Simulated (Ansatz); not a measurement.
# BH5N2···HF: what the fields show

```xyz
10

B    -0.1341    0.5541   -0.4659
F    -0.3059    0.1550    2.7916
H     0.8991    0.0120   -0.7487
N    -1.3393    0.0600   -0.9821
H    -1.3748   -0.7687   -1.5363
H    -2.2396    0.4346   -0.7650
N    -0.0884    1.6764    0.4315
H    -0.8699    2.2996    0.5047
H     0.7799    2.1608    0.5460
H    -0.2098    0.6989    2.0622
```

Level of theory: RHF/def2-SVP (Ansatz).

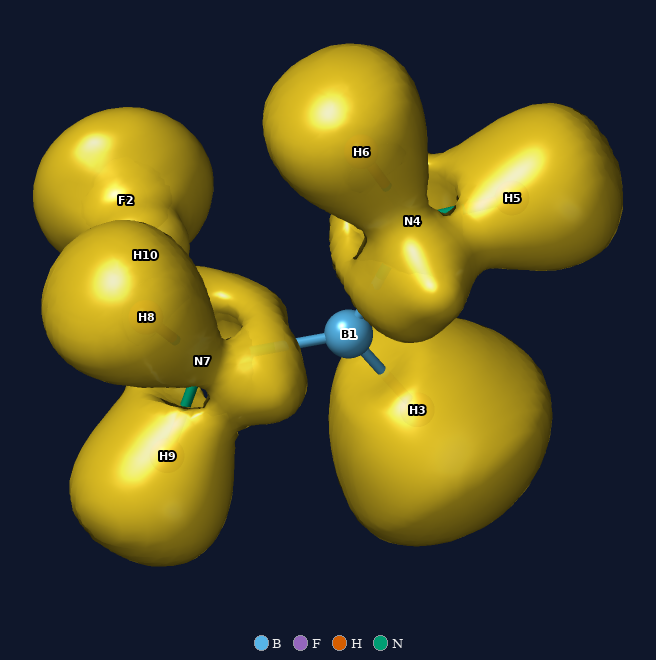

Figure 1. Isosurface of the ELF at 0.75 (yellow), seen at a tilt. Core shells and regions of very low density are left out.

**What do the ELF domains correspond to?**

The surface consists of one region around a hydrogen nucleus, one joined region spread over several atoms (F, H), in which their bonds and any lone pairs are merged and two joined regions spread over several atoms (H, N), in which their bonds and any lone pairs are merged.


N7···H10 (1.91 Å): the ELF dips to about 0.10 between them (by its geometry a hydrogen bond between the two molecules, with no shared pair). B–N (1.40 Å): the ELF peaks at about 0.95 between the atoms: a polar covalent bond.

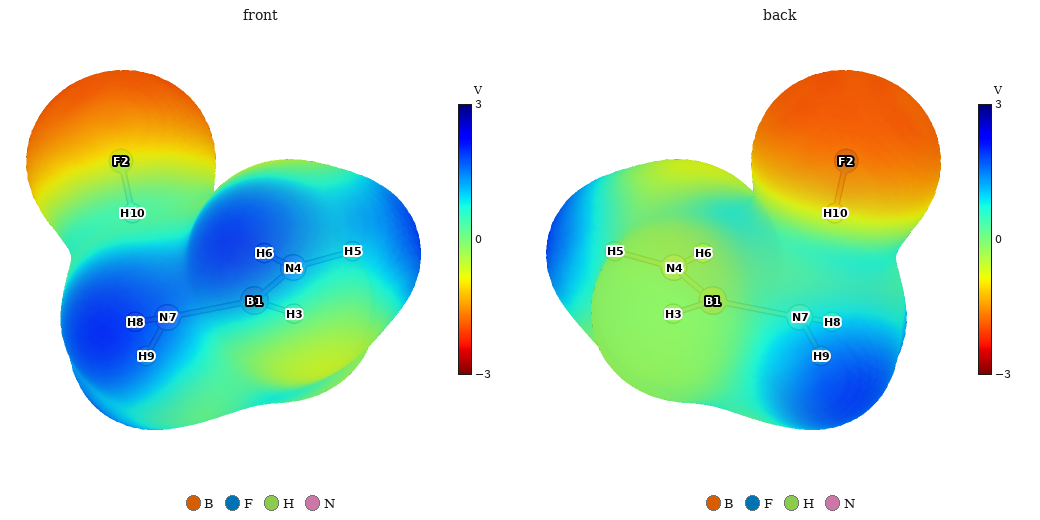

Figure 2. The molecular electrostatic potential painted on the density surface at 0.002 e/bohr³, seen from the front and from behind; the colour scale runs from red (negative) to blue (positive).

**Describe the electrostatic potential map.**

The most negative region (about −1.9 V) lies over F2, the most positive (about +2.0 V) over H6 and H8.

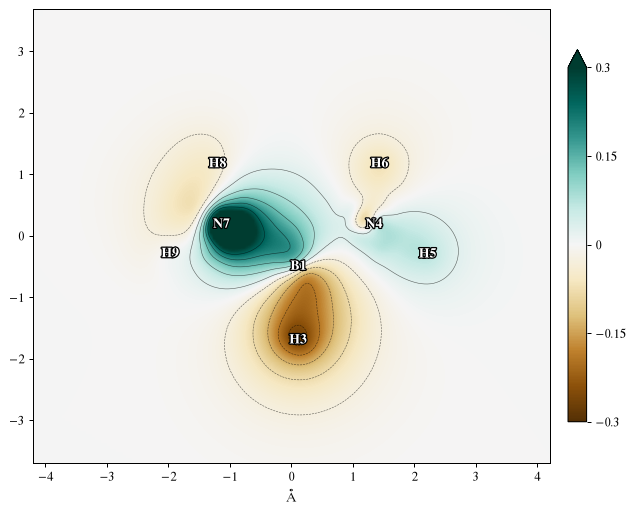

Figure 3. The HOMO−1 on the plane of atoms B1, N4 and H5 (values in Å⁻³ᐟ²; the overall sign is arbitrary).

**What is the character of this orbital?**

Its weight (Hirshfeld) is mainly on N7 (about 40 %), N4 (about 25 %) and B1 (about 20 %). Its energy is −13.13 eV.
